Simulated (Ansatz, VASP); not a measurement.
# SiC (SiC(110)): VASP beside Ansatz

One calculation is typed for both programs; each brings its own data sets. How far apart do they land? Of the first pair: The structure shown is the end of the VASP relaxation below. Valence electrons are named where the data sets of a main pair hold unlike numbers.

Main program and level: Ansatz 0.2.0; plane waves, with VASP 6.6.1 beside it; single point at PBE and band structure at PBE.

### 1. Set-up

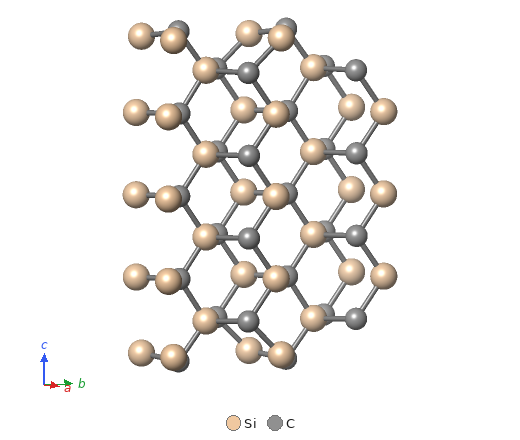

The cell as given, from the side, with the c axis up (silicon light orange, carbon grey). 1×2×1 cells are drawn. Some periodic images of atoms are drawn too.

The cell holds 18 atoms: 9 Si and 9 C. Cell: a = 3.097 Å, b = 4.379 Å, c = 28.387 Å, α = 90.0°, β = 90.0°, γ = 90.0°. It derives from SiC. As first built, before any earlier steps moved the atoms (in the runner's words): 9 layers, cut at this functional's lattice. Vacuum lies along c.

### 2. VASP: relaxation, PBE

This run makes the geometry at which the two programs are then compared.

Lines of VASP's logs that name or quote its potential files are left out, and so is its time.

INCAR reads:

```
SYSTEM = SiC
PREC = Normal
ENCUT = 440
EDIFF = 1E-05
NELM = 120
ISMEAR = 0
SIGMA = 0.03
LREAL = Auto
ALGO = Fast
GGA = PE
NBANDS = 54
LORBIT = 11
LWAVE = .FALSE.
LCHARG = .FALSE.
KPAR = 4
IBRION = 2
NSW = 60
ISIF = 2
EDIFFG = -0.03
POTIM = 0.4
MAXMIX = 40
IDIPOL = 3
LDIPOL = .TRUE.
DIPOL = 0.5 0.5 0.5
```

POSCAR reads:

```
SiC
1.0
    3.0967378384      0.0000000000      0.0000000000
    0.0000000000      4.3794486502      0.0000000000
    0.0000000000      0.0000000000     28.3869513537
Si C
9 9
Direct
    0.0000000000      0.0000000000      0.2818196300
    0.5000000000      0.5000000000      0.3363647200
    0.0000000000      0.0000000000      0.3909098100
    0.5000000000      0.5000000000      0.4454549100
    0.0000000000      0.0000000000      0.5000000000
    0.5000000000      0.5000000000      0.5545450900
    0.0000000000      0.0000000000      0.6090901900
    0.5000000000      0.5000000000      0.6636352800
    0.0000000000      0.0000000000      0.7181803700
    0.0000000000      0.7500000000      0.3363647200
    0.5000000000      0.2500000000      0.2818196300
    0.0000000000      0.7500000000      0.4454549100
    0.5000000000      0.2500000000      0.3909098100
    0.0000000000      0.7500000000      0.5545450900
    0.5000000000      0.2500000000      0.5000000000
    0.0000000000      0.7500000000      0.6636352800
    0.5000000000      0.2500000000      0.6090901900
    0.5000000000      0.2500000000      0.7181803700
```

KPOINTS reads:

```
Automatic mesh
0
Gamma
8 6 1
0 0 0
```

Potentials, in the order of the species: Si and C (PBE family, release 64).

Started as:

```
$ mpirun -np 4 vasp_std
```

Numbers of over 12 decimals in the logs are rounded to 6 here.

Output:

```text
[banner, memory and clock lines left out]
running    4 mpi-ranks, on    1 nodes
 distrk:  each k-point on    1 cores,    4 groups
 distr:  one band on    1 cores,    1 groups

 POSCAR found type information on POSCAR SiC
 POSCAR found :  2 types and      18 ions
 LDA part: xc-table for (Slater+PW92), standard interpolation
 POSCAR, INCAR and KPOINTS ok, starting setup
 FFT: planning ... GRIDC
 FFT: planning ... GRID_SOFT
 FFT: planning ... GRID
 WAVECAR not read
 entering main loop
       N       E                     dE             d eps       ncg     rms          rms(c)
DAV:   1     0.345677642405E+03    0.34568E+03   -0.27152E+04  2160   0.969E+02
DAV:   2    -0.976496888957E+02   -0.44333E+03   -0.42075E+03  2894   0.221E+02
DAV:   3    -0.145246350430E+03   -0.47597E+02   -0.46880E+02  2692   0.701E+01
DAV:   4    -0.147553685674E+03   -0.23073E+01   -0.22997E+01  3048   0.172E+01
DAV:   5    -0.147642654584E+03   -0.88969E-01   -0.88907E-01  3018   0.305E+00    0.259E+01
RMM:   6    -0.129251349842E+03    0.18391E+02   -0.45179E+01  2176   0.184E+01    0.112E+01
RMM:   7    -0.129482117376E+03   -0.23077E+00   -0.13710E+01  2189   0.115E+01    0.537E+00
RMM:   8    -0.129316181752E+03    0.16594E+00   -0.82579E-01  2200   0.368E+00    0.208E+00
RMM:   9    -0.129308801599E+03    0.73802E-02   -0.30887E-01  2274   0.190E+00    0.429E-01
RMM:  10    -0.129309487813E+03   -0.68621E-03   -0.59912E-02  2489   0.834E-01    0.255E-01
RMM:  11    -0.129311163468E+03   -0.16757E-02   -0.15402E-02  2377   0.411E-01    0.183E-01
RMM:  12    -0.129311335938E+03   -0.17247E-03   -0.27719E-03  2188   0.192E-01    0.484E-02
RMM:  13    -0.129311729434E+03   -0.39350E-03   -0.12615E-03  2398   0.114E-01    0.425E-02
RMM:  14    -0.129312257327E+03   -0.52789E-03   -0.47341E-04  2203   0.609E-02    0.295E-02
RMM:  15    -0.129312534160E+03   -0.27683E-03   -0.35054E-04  2253   0.468E-02    0.215E-02
RMM:  16    -0.129312680309E+03   -0.14615E-03   -0.78226E-05  2016   0.269E-02    0.545E-03
RMM:  17    -0.129312716789E+03   -0.36480E-04   -0.29721E-05  1565   0.141E-02    0.383E-03
RMM:  18    -0.129312791411E+03   -0.74623E-04   -0.23746E-05  1519   0.928E-03    0.421E-03
RMM:  19    -0.129312805234E+03   -0.13823E-04   -0.35599E-06  1296   0.486E-03    0.300E-03
RMM:  20    -0.129312873562E+03   -0.68328E-04   -0.42720E-06  1192   0.424E-03    0.973E-04
RMM:  21    -0.129312884989E+03   -0.11427E-04   -0.10744E-06   954   0.298E-03    0.888E-04
RMM:  22    -0.129312898607E+03   -0.13618E-04   -0.14417E-06   844   0.272E-03    0.469E-04
RMM:  23    -0.129312899551E+03   -0.94360E-06   -0.34013E-07   762   0.232E-03
   1 F= -.12931290E+03 E0= -.12931261E+03  d E =-.129313E+03
[... from here on, the cycles between the ionic steps are left out ...]
   2 F= -.13024145E+03 E0= -.13024145E+03  d E =-.928551E+00
   3 F= -.13033118E+03 E0= -.13033118E+03  d E =-.101828E+01
  11 F= -.13063607E+03 E0= -.13063607E+03  d E =-.479964E-02
  12 F= -.13063926E+03 E0= -.13063926E+03  d E =-.319727E-02
  13 F= -.13064059E+03 E0= -.13064059E+03  d E =-.452564E-02
  14 F= -.13063955E+03 E0= -.13063955E+03  d E =-.348671E-02
  15 F= -.13064080E+03 E0= -.13064080E+03  d E =-.473534E-02
  16 F= -.13064291E+03 E0= -.13064291E+03  d E =-.211342E-02
  17 F= -.13064303E+03 E0= -.13064303E+03  d E =-.222577E-02
  18 F= -.13064346E+03 E0= -.13064346E+03  d E =-.429385E-03
  19 F= -.13064341E+03 E0= -.13064341E+03  d E =-.383372E-03
  20 F= -.13064356E+03 E0= -.13064356E+03  d E =-.147556E-03
  21 F= -.13064370E+03 E0= -.13064370E+03  d E =-.285305E-03
 curvature:  -1.53 expect dE=-0.308E-03 dE for cont linesearch -0.300E-06
 trial: gam= 0.66104 g(F)=  0.201E-03 g(S)=  0.000E+00 ort = 0.101E-04 (trialstep = 0.128E+01)
 search vector abs. value=  0.444E-03
 bond charge predicted
       N       E                     dE             d eps       ncg     rms          rms(c)
DAV:   1    -0.130643852581E+03   -0.15819E-03   -0.38103E-02  2392   0.832E-01    0.808E-02
RMM:   2    -0.130643818452E+03    0.34128E-04   -0.51510E-04  2189   0.915E-02    0.413E-02
RMM:   3    -0.130643887716E+03   -0.69264E-04   -0.99191E-05  2217   0.398E-02    0.420E-02
RMM:   4    -0.130643890259E+03   -0.25433E-05   -0.25981E-05  1547   0.196E-02
  22 F= -.13064389E+03 E0= -.13064389E+03  d E =-.194491E-03
 trial-energy change:   -0.000194  1 .order   -0.000177   -0.000265   -0.000089
 step:   1.9254(harm=  1.9254)  dis= 0.00257  next Energy=  -130.643895 (dE=-0.200E-03)
 reached required accuracy - stopping structural energy minimisation
```

OUTCAR, selected parts (step 2):

```text
ion  position               nearest neighbor table
   1  0.000  0.000  0.282-  10 1.90  11 1.90  11 1.90   3 3.10   2 3.10   2 3.10   2 3.10   2 3.10

  LATTYP: Found a simple orthorhombic cell.
 ALAT       =     3.0967378384
 B/A-ratio  =     1.4142135624
 C/A-ratio  =     9.1667273224

 Subroutine GETGRP returns: Found  4 space group operations
 (whereof  4 operations were pure point group operations)

The static configuration has the point symmetry C_2v.

 Found     20 irreducible k-points:

   k-points           NKPTS =     20   k-points in BZ     NKDIM =     20   number of bands    NBANDS=     54

   dimension x,y,z NGX =    16 NGY =   24 NGZ =  150
   dimension x,y,z NGXF=    32 NGYF=   48 NGZF=  300

   ENCUT  =  440.0 eV  32.34 Ry    5.69 a.u.   5.30  7.49 48.55*2*pi/ulx,y,z

   NELECT =      72.0000    total number of electrons

 k-points in reciprocal lattice and weights: Automatic mesh
   0.00000000  0.00000000  0.00000000       0.021
   0.12500000  0.00000000  0.00000000       0.042
   0.25000000  0.00000000  0.00000000       0.042
   0.37500000  0.00000000  0.00000000       0.042
   0.50000000  0.00000000  0.00000000       0.021
   0.00000000  0.16666667  0.00000000       0.042
   0.12500000  0.16666667  0.00000000       0.083
   0.25000000  0.16666667  0.00000000       0.083
   0.37500000  0.16666667  0.00000000       0.083
[...]
0.37500000  0.50000000  0.00000000       0.042
   0.50000000  0.50000000  0.00000000       0.021

 dipolmoment           0.000000      0.000000     -0.000000 electrons x Angstroem

 average (electrostatic) potential at core
       1 -87.8933       2 -87.6670       3 -87.8391       4 -87.6935       5 -87.7518
       6 -87.6935       7 -87.8391       8 -87.6670       9 -87.8933      10 -52.2976
      11 -51.7011      12 -52.2110      13 -52.0912      14 -52.2110      15 -52.1386
      16 -52.2976      17 -52.0912      18 -51.7011

 E-fermi :   1.4942

 k-point     1 :       0.0000    0.0000    0.0000
  band No.  band energies     occupation
    ...
     32       0.3574      2.00000
     33       0.6377      2.00000
     34       0.7641      2.00000
     35       0.9413      2.00000
     36       0.9972      2.00000
     37       2.5822      0.00000
     38       3.2039      0.00000
     39       4.0238      0.00000
     40       4.2342      0.00000
     41       4.3598      0.00000
    ...

 k-point     2 :       0.1250    0.0000    0.0000
  band No.  band energies     occupation
    ...
     32      -0.1412      2.00000
     33      -0.0580      2.00000
     34       0.0697      2.00000
     35       0.8021      2.00000
     36       0.8684      2.00000
     37       3.3808      0.00000
     38       4.0133      0.00000
     39       4.3251      0.00000
     40       4.5788      0.00000
     41       4.9697      0.00000
    ...

 k-point     3 :       0.2500    0.0000    0.0000
  band No.  band energies     occupation
    ...
     32      -0.9680      2.00000
     33      -0.7746      2.00000
     34      -0.0976      2.00000
     35       0.5389      2.00000
     36       0.6757      2.00000
     37       3.5599      0.00000
     38       3.6899      0.00000
     39       4.3875      0.00000
     40       4.5230      0.00000
     41       4.8626      0.00000
    ...

  Total        0.7747895      1.1805167     -0.8952182      0.0000000      0.0000000      0.0000000
  in kB        3.2244203      4.9129245     -3.7256055      0.0000000      0.0000000      0.0000000
  external PRESSURE =       1.4705798 kB  Pullay stress =       0.0000000 kB

  energy-cutoff  :      440.00
  volume of cell :      384.98
      direct lattice vectors                 reciprocal lattice vectors
     3.096737838  0.000000000  0.000000000     0.322920458  0.000000000  0.000000000
     0.000000000  4.379448650  0.000000000     0.000000000  0.228339245  0.000000000
     0.000000000  0.000000000 28.386951354     0.000000000  0.000000000  0.035227453

 POSITION                                       TOTAL-FORCE (eV/Angst)
 -----------------------------------------------------------------------------------
      3.09674      0.19766      8.24611        -0.000000      0.001658      0.003268
      1.54837      2.16885      9.48726        -0.000000     -0.007957      0.006182
      3.09674      4.36955     11.10425        -0.000000     -0.005313      0.006035
      1.54837      2.16617     12.63997        -0.000000     -0.000354     -0.005132
      0.00000      4.36119     14.19348        -0.000000      0.006122      0.000000
      1.54837      2.16617     15.74698         0.000000     -0.000354      0.005132
      3.09674      4.36955     17.28270        -0.000000     -0.005313     -0.006035
      1.54837      2.16885     18.89969        -0.000000     -0.007957     -0.006182
      3.09674      0.19766     20.14084        -0.000000      0.001658     -0.003268
      0.00000      3.23797      9.52717        -0.000000     -0.003931      0.002065
      1.54837      1.04830      8.00010        -0.000000     -0.005547      0.022530
      0.00000      3.26163     12.64305         0.000000      0.006845     -0.000973
      1.54837      1.08649     11.08747        -0.000000      0.002657      0.000027
      0.00000      3.26163     15.74390         0.000000      0.006845      0.000973
      1.54837      1.07548     14.19348        -0.000000      0.017763      0.000000
      0.00000      3.23797     18.85978         0.000000     -0.003931     -0.002065
      1.54837      1.08649     17.29948         0.000000      0.002657     -0.000027
      1.54837      1.04830     20.38685        -0.000000     -0.005547     -0.022530
 -----------------------------------------------------------------------------------
    total drift:                                0.000000      0.049670     -0.000004

  FREE ENERGIE OF THE ION-ELECTRON SYSTEM (eV)
  ---------------------------------------------------
  free  energy   TOTEN  =      -130.6438902594 eV

  energy  without entropy=     -130.6438902593  energy(sigma->0) =     -130.64389026

 reached required accuracy - stopping structural energy minimisation

 vacuum level on the upper side and lower side of the slab         6.612         6.612

 total charge
# of ion       s       p       d       tot
------------------------------------------
    1        0.752   0.936   0.000   1.688
    2        0.701   0.950   0.000   1.651
    3        0.707   0.949   0.000   1.656
    4        0.707   0.962   0.000   1.669
    5        0.706   0.958   0.000   1.664
    6        0.707   0.962   0.000   1.669
    7        0.707   0.949   0.000   1.656
    8        0.701   0.950   0.000   1.651
    9        0.752   0.936   0.000   1.688
   10        0.847   1.689   0.000   2.536
   11        0.862   1.645   0.000   2.507
   12        0.838   1.691   0.000   2.530
   13        0.839   1.684   0.000   2.523
   14        0.838   1.691   0.000   2.530
   15        0.838   1.694   0.000   2.532
   16        0.847   1.689   0.000   2.536
   17        0.839   1.684   0.000   2.523
   18        0.862   1.645   0.000   2.507
--------------------------------------------------
tot         14.051  23.664   0.000  37.716

[... 3 further parts left out ...]
```

The gap is read on the k-mesh alone, so it is an upper bound where the band edges lie off the mesh. The run keeps the 4 symmetry operations of its start, so it cannot find a distortion of lower symmetry.

(Continued in part 2 of 3.)

[Lines on the potential files, build, host, timing and source positions are cut from VASP's logs without a mark.]

[Logs are printed without paths, hosts, clocks, repeated set-up lines and the standing remarks that a program may print on its own settings, such as how far it seeks lower states.]

[Hosts, paths, dates, database ids (printed as entryN), source tags and the programs' standing remarks are cut or masked in the printed files.]
